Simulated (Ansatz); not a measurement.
Take SiO2 in the rutile structure (space group P4_2/mnm, No. 136; a = 4.236 Å, c = 2.690 Å) as the base.

The change: a hydrostatic pressure of 4.5 GPa.

Method: PBE (Ansatz, a program for electronic structure), no spin-orbit coupling.

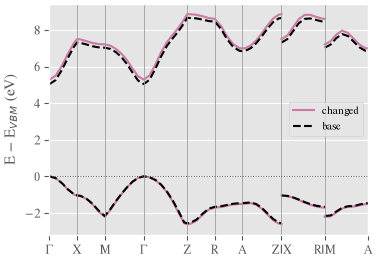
Figure: Highest valence and lowest conduction band along the path, each from its own valence-band maximum

The gap is 5.28 eV, direct at Γ; the base has 5.04 eV.

Load acts through the strain it causes; cell and atoms are relaxed under it. No phonon test of stability was made.
